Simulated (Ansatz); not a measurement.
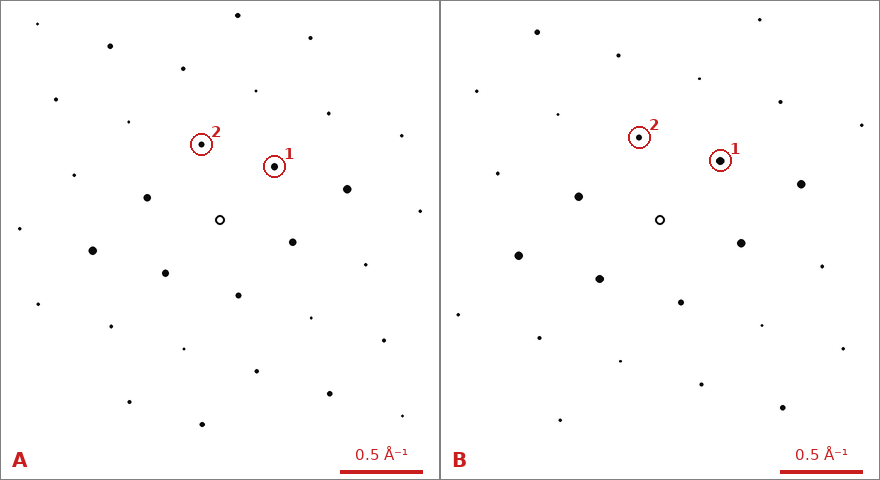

Kinematic electron diffraction patterns (120 kV, B = 0.5 Å², same scale) along [001] of the run's own cell, for the start and the end of one relaxation of Be3H2 with Ansatz, DFT PBE, scalar-relativistic, plane waves, PAW. k mesh 18×18×18. The start is a generated model structure, and the relaxation ends in the nearest stationary point of its symmetry, not necessarily the ground state. Spot 1 is -1 0 0 and spot 2 is -1 -1 0 in both.

Start structure:

```yaml
crystal:
  lattice:
    - [1.24449, 0.71851, 5.88227]
    - [-1.24449, 0.71851, 5.88227]
    - [0.00000, -1.43701, 5.88227]
  atoms:
    - { symbol: Be, position: [0.00000, 0.00000, 0.00000] }
    - { symbol: Be, position: [0.21247, 0.21247, 0.21247] }
    - { symbol: Be, position: [0.78753, 0.78753, 0.78753] }
    - { symbol: H, position: [0.38514, 0.38514, 0.38514] }
    - { symbol: H, position: [0.61486, 0.61486, 0.61486] }
```

Which pattern belongs to the start structure, and which to the relaxed one?

Answer. A is the start: its cell gives d(1) = 2.140 Å, d(2) = 2.094 Å and an angle of 59.3°. B is the relaxed structure, with d(1) = 1.931 Å (-9.8 %), d(2) = 1.920 Å (-8.3 %) and 59.8°.

Name reflections whose intensity changes strongly on relaxation.

Answer. 2 2 0 goes from 8.3 to 2.5 % of the strongest spot.

What did the relaxation do to the structure and the energy?

Answer. The volume changed by +42.4 % to 8.99 Å³ an atom; with the mean shift removed, the atoms moved by up to 0.72 Å relative to the cell (H most); the space group stayed R-3m (No. 166); the free energy fell by 290 meV an atom. Relaxed cell: a = 10.482 Å, b = 10.482 Å, c = 10.482 Å, α = 12.23°, β = 12.23°, γ = 12.23°.
